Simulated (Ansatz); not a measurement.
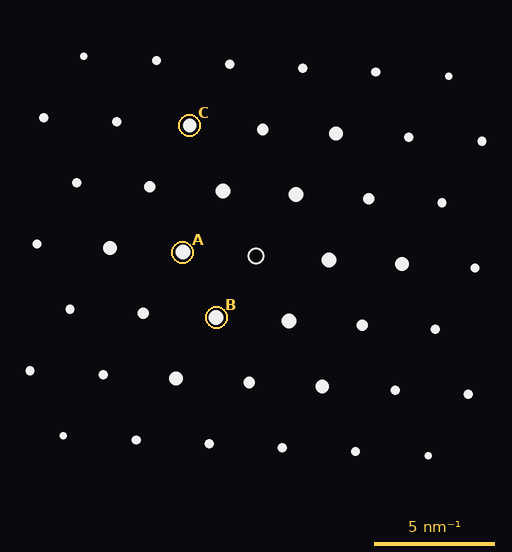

Computed electron diffraction pattern, 200 kV, single scattering only, B = 0.5 Å². The zone axis points towards the electron source and the pattern is seen from the source side.

KRb₂WF₆, space group Fm-3m (No. 225), a = 9.21 Å. Structure: coordinates from a relaxation with DFT, PAW plane waves, pbe (Ansatz); the starting structure was generated, so it need not be a known form of this composition.

Spot A is indexed -2 2 0 and spot B -2 0 2.

### Give hkl for C.

C = 2A − 2B = 0 4 -4 (d = 1.627 Å).

### Give [uvw].

The cross product of A and B is parallel to [111]; every spot obeys hu + kv + lw = 0.
